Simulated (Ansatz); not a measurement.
CH7AlN (SMILES [CH3][AlH][NH3+]) (charge +1)

```xyz
10

C     0.2286   -0.3713   -1.8190
Al   -0.9625    0.6247   -0.6880
N    -1.7619    2.2058   -1.6647
H     0.6612   -1.2307   -1.2822
H    -0.2919   -0.7615   -2.7116
H     1.0646    0.2546   -2.1780
H    -1.5655    0.6744    0.7518
H    -2.7914    2.1722   -1.6827
H    -1.4587    2.3000   -2.6430
H    -1.5381    3.1004   -1.2054
```

Geometry: B3LYP-D3(BJ)/def2-SVP.

Level of theory: isolated molecule in a Gaussian basis; Kohn-Sham density functional theory, functional PBE0 (Ansatz 0.2.0).

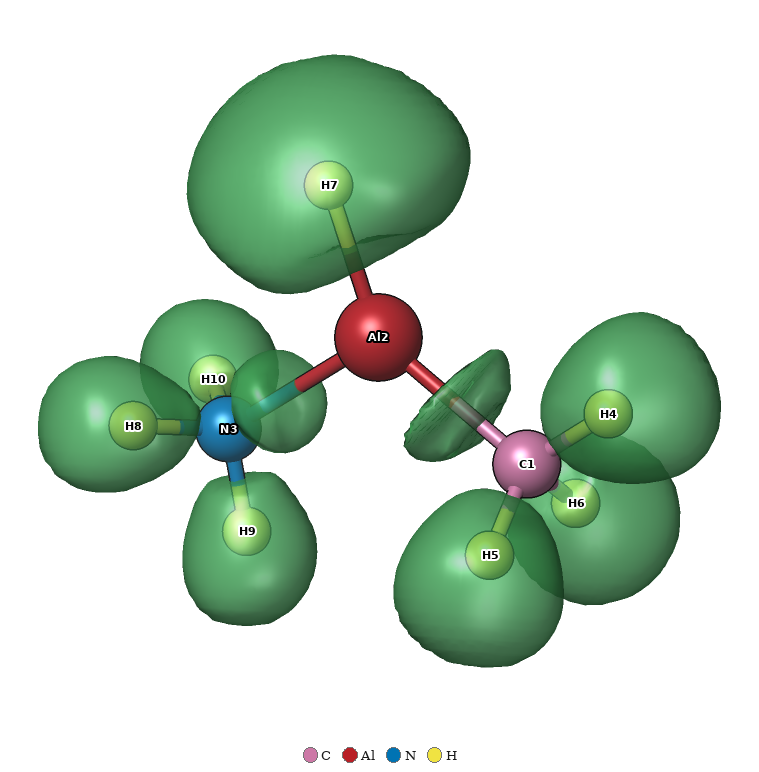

Figure 1. Isosurface of the ELF at 0.85 (green), seen at an oblique angle. Only the valence region is drawn (cores and ρ < 0.01 e/Å³ removed).

Where are the electrons localised?

Answer. At this value the surface marks out one region between bonded Al–C atoms (shared pairs), seven regions around hydrogen nuclei and one lobe of the valence shell of N pointing towards Al. Profiles from the grid: C–Al (1.92 Å): the ELF peaks at about 0.95 between the atoms; a polar covalent bond. Al–N (2.02 Å): the ELF peaks at about 0.95 in the valence shell of N, 0.7 Å from its nucleus, and is about 0.80 at the midpoint.

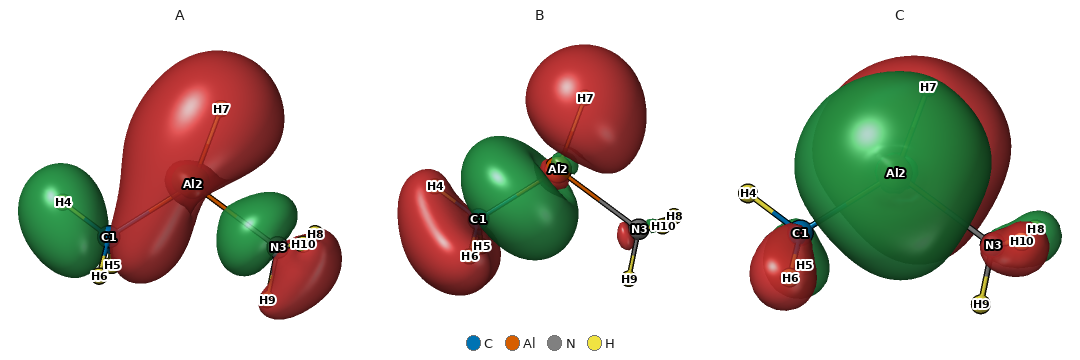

Figure 2. Three frontier orbitals at ±0.08 Å⁻³ᐟ² (green and red are the two phases), in no order.

Order the three orbitals by energy and name them.

Answer. A is the HOMO−1 (−14.81 eV). Its weight (Hirshfeld) is mainly on Al2 (about 30 %), H7 (about 25 %), C1 (about 15 %), N3 (about 15 %) and H4 (about 5 %). B is the HOMO (−13.28 eV). By Hirshfeld shares it lies mainly on C1 (about 40 %), Al2 (about 25 %) and H7 (about 20 %). C is the LUMO (−6.06 eV). Its weight (Hirshfeld) is mainly on Al2 (about 75 %) and H7 (about 5 %).

What is the HOMO–LUMO gap?

Answer. 7.22 eV between the orbital energies.

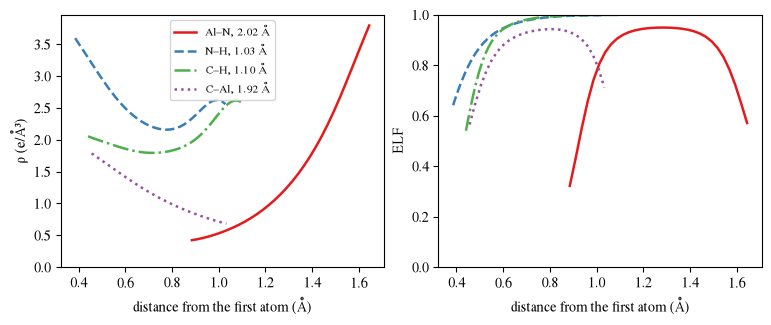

Figure 3. Total electron density and ELF along straight lines between neighbouring atoms. The curves leave out the atomic cores.

Compare the contacts.

Answer. Al–N (2.02 Å): ρ is about 0.55 e/Å³ halfway; the ELF peaks at about 0.95 in the valence shell of N, 0.7 Å from its nucleus, and is about 0.80 at the midpoint.
N–H (1.03 Å): the density is about 2.9 e/Å³ at the midpoint; the ELF climbs to about 1 towards the hydrogen, as it does in any bond to H; a covalent bond by its length.
C–H (1.10 Å): the density is about 1.9 e/Å³ at the midpoint; the ELF climbs to about 1 towards the hydrogen; an ordinary covalent bond to hydrogen.
C–Al (1.92 Å): the density is about 0.76 e/Å³ at the midpoint; the ELF peaks at about 0.95 between the atoms; a polar covalent bond.
